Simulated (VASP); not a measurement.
Band structure of CeO2 (fluorite). All values below come from PBE GGA with D3 dispersion (zero damping), VASP's PBE PAW potentials (set 64) (plane waves; VASP 6.6.1).

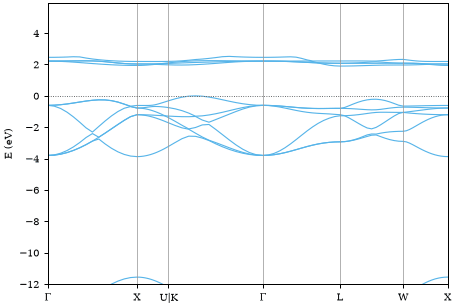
*Bands along high-symmetry lines, zero at the valence-band maximum or, without a gap, the Fermi level*

Read the plot: is there a gap, and where are the band edges?

The gap is indirect, 1.90 eV, from the valence maximum at K-Γ at 0.29 to the conduction minimum at L. (Edges off the drawn lines would not show.)

The compound is CeO2 in the fluorite structure. It was relaxed first. The run is not spin-polarised, so no magnetic state was tried.
